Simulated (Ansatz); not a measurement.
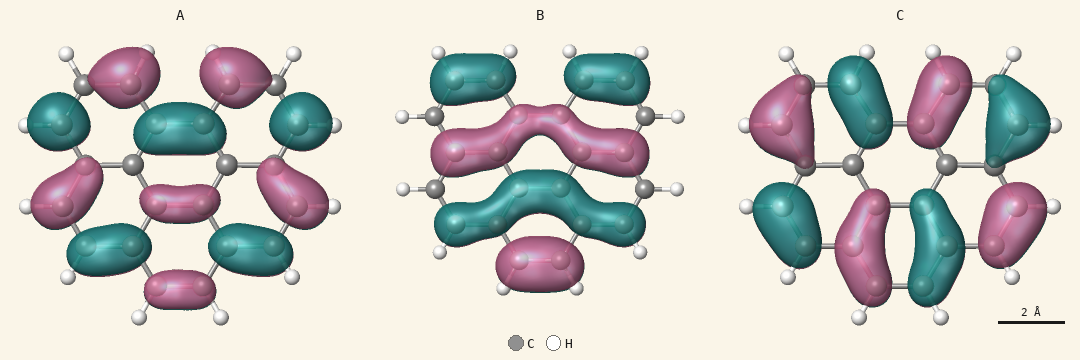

*C22H12 (bghi) (charge +2, triplet). Three frontier orbitals at ±0.06 Å⁻³ᐟ² (teal and pink are the two phases), in no order.*

The calculation used DFT PBE0, Gaussian basis def2-TZVP in Ansatz.

```yaml
atoms:
  - { symbol: C, position_ang: [-2.1963, 3.2988, -0.3057] }
  - { symbol: C, position_ang: [-3.1376, 2.2770, -0.2944] }
  - { symbol: C, position_ang: [-2.7237, 0.9178, -0.1946] }
  - { symbol: C, position_ang: [-3.6745, -0.1330, -0.1825] }
  - { symbol: C, position_ang: [-3.2710, -1.4578, -0.0855] }
  - { symbol: C, position_ang: [-1.8850, -1.7903, 0.0046] }
  - { symbol: C, position_ang: [-1.4575, -3.1290, 0.1035] }
  - { symbol: C, position_ang: [-0.0840, -3.4475, 0.1923] }
  - { symbol: C, position_ang: [0.8953, -2.4349, 0.1841] }
  - { symbol: C, position_ang: [2.2863, -2.7457, 0.2734] }
  - { symbol: C, position_ang: [3.2380, -1.7348, 0.2640] }
  - { symbol: C, position_ang: [2.8533, -0.3745, 0.1655] }
  - { symbol: C, position_ang: [3.8297, 0.6624, 0.1563] }
  - { symbol: C, position_ang: [3.4404, 1.9925, 0.0599] }
  - { symbol: C, position_ang: [2.0813, 2.3296, -0.0296] }
  - { symbol: C, position_ang: [1.0594, 1.3435, -0.0254] }
  - { symbol: C, position_ang: [-0.3500, 1.6701, -0.1169] }
  - { symbol: C, position_ang: [-0.8274, 3.0038, -0.2185] }
  - { symbol: C, position_ang: [-1.3149, 0.6128, -0.1050] }
  - { symbol: C, position_ang: [-0.9039, -0.7387, -0.0059] }
  - { symbol: C, position_ang: [0.4837, -1.0604, 0.0837] }
  - { symbol: C, position_ang: [1.4540, -0.0290, 0.0740] }
  - { symbol: H, position_ang: [-2.5181, 4.3398, -0.3824] }
  - { symbol: H, position_ang: [-4.2038, 2.5082, -0.3620] }
  - { symbol: H, position_ang: [-4.7382, 0.1079, -0.2506] }
  - { symbol: H, position_ang: [-4.0154, -2.2580, -0.0775] }
  - { symbol: H, position_ang: [-2.1964, -3.9349, 0.1121] }
  - { symbol: H, position_ang: [0.2196, -4.4950, 0.2683] }
  - { symbol: H, position_ang: [2.5983, -3.7905, 0.3497] }
  - { symbol: H, position_ang: [4.2990, -1.9871, 0.3333] }
  - { symbol: H, position_ang: [4.8885, 0.4007, 0.2264] }
  - { symbol: H, position_ang: [4.1919, 2.7851, 0.0531] }
  - { symbol: H, position_ang: [1.8247, 3.3868, -0.1033] }
  - { symbol: H, position_ang: [-0.1263, 3.8389, -0.2314] }
```

### Order the three orbitals by energy and name them. All are α orbitals.

B is the HOMO−1 (α) (−14.16 eV). No atom holds more than about 10 % of it (Hirshfeld); by element the shares are C 95 %; it changes sign across the molecular plane (π type); π-bonding across C7–C8. C is the HOMO (α) (−13.45 eV). No atom holds more than about 10 % of it (Hirshfeld); by element the shares are C 95 % and H 5 %; it changes sign across the molecular plane (π type). A is the LUMO (α) (−9.78 eV). It lies mainly on C15 (about 10 %), C18 (about 10 %), C13 (about 10 %), C2 (about 10 %), C11 (about 5 %) and C4 (about 5 %); it changes sign across the molecular plane (π type).

### What is the gap between the highest occupied and lowest empty α orbitals?

3.67 eV between the orbital energies.
